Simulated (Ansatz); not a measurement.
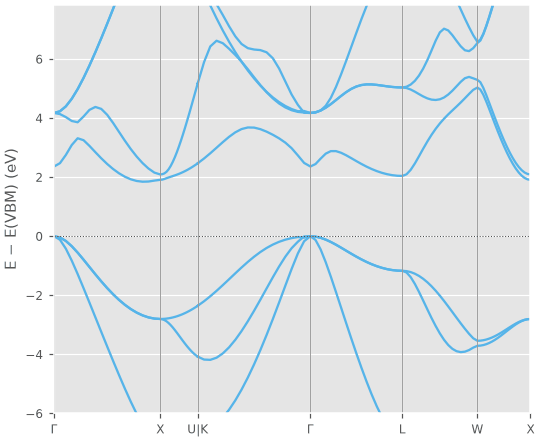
Figure. Band structure from plane-wave PAW r²SCAN (Ansatz code)

### Question
Read off the gap and where the band edges lie.

### Answer
About 1.8 eV (1.84 eV by a search for the band edges); maximum at Γ, minimum on the Γ–X line, 85 % of the way from Γ.

The material is GaP (zinc blende, F-43m).

Symmetry was held in the r²SCAN relaxation; phonons on a q-mesh show no instability. Scalar-relativistic: spin–orbit coupling is off unless named, which matters more the heavier the elements.

Potentials: the later of the program's two PAW sets.
